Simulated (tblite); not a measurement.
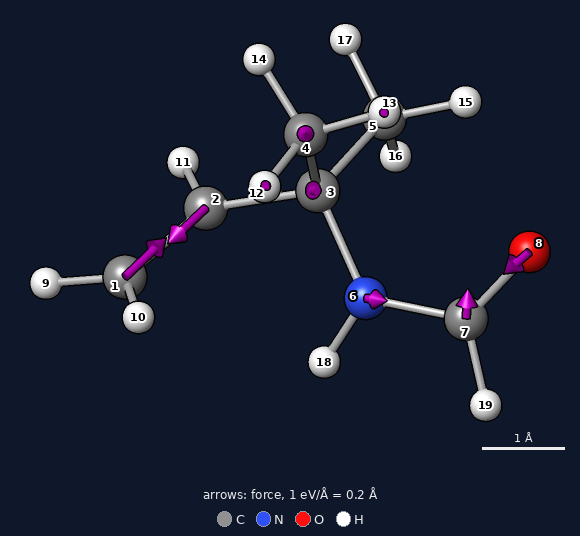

Starting geometry of C$_{6}$H$_{11}$NO (charge +1, multiplicity 2) with the computed forces as purple arrows. A ball-and-stick model, seen at a tilt.

All numbers below come from GFN2-xTB geometry optimisation, gas phase in tblite. 

> What follows when this structure is relaxed?

It isn't relaxed: the largest force vector, on C1, is 4.05 eV/Å. The final displacements have little in common with the starting forces (cosine between the two patterns 0.12). Over 105 geometry steps the energy falls by 63.8 kJ/mol. O8 moves most after the best rigid fit: 0.86 Å. By element the largest moves are O 0.86 Å, H 0.84 Å, C 0.35 Å, N 0.06 Å. Among the contacts that change: C1–C2 1.438 → 1.323 Å, N6–C7 1.374 → 1.325 Å, C4–H13 1.101 → 1.129 Å, C4–H12 1.105 → 1.089 Å. Bond angles that change, for instance: C3–C4–H13 112.4° → 104.8°, C3–C2–H11 119.6° → 112.6°, C2–C3–C4 109.9° → 103.1°. Groups turn about C3–N6 by about 30°, C2–C3 by about 30°, C3–C4 by about 25°. The run took 0.72 s on 1 thread of Arm Neoverse V1 (shared host).
